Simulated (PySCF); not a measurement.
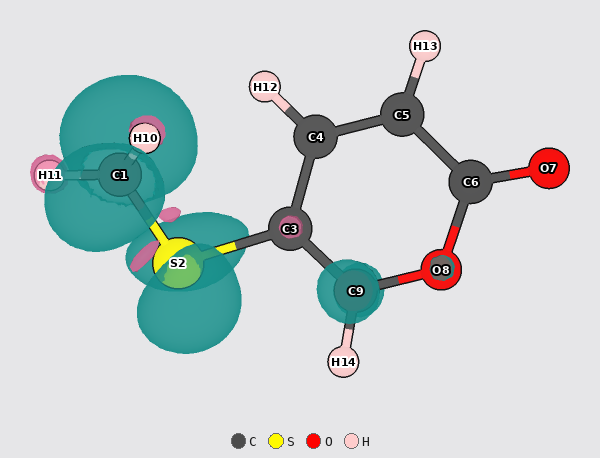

Figure 1: C₆H₅O₂S (SMILES [CH2]Sc1ccc(=O)oc1) (doublet). Isosurfaces of the spin density at +0.02 (teal) and −0.02 e/Å³ (pink), seen across its widest extent.

Geometry: GFN2-xTB.

Theory: UKS B3LYP, pcH-1 on C H O S, non-relativistic, mean-field spin-orbit, GIAO in PySCF.

```xyz
14

C     2.8167   -0.5044   -0.1207
S     2.0425    0.9245   -0.6120
C     0.3495    0.5759   -0.2398
C    -0.1735   -0.7510   -0.2632
C    -1.4782   -0.9520    0.0141
C    -2.3680    0.1477    0.3397
O    -3.5369    0.0606    0.6104
O    -1.7941    1.4069    0.3225
C    -0.5057    1.5907    0.0495
H     2.4555   -1.0357    0.7373
H     3.8431   -0.5938   -0.4119
H     0.4848   -1.5676   -0.5219
H    -1.9267   -1.9321   -0.0025
H    -0.2097    2.6299    0.0763
```

> Which atoms carry the spin?

The unpaired spin (1 electron) lies mostly on C1 (about 0.6) and S2 (about 0.2), in electrons by Hirshfeld's partition.
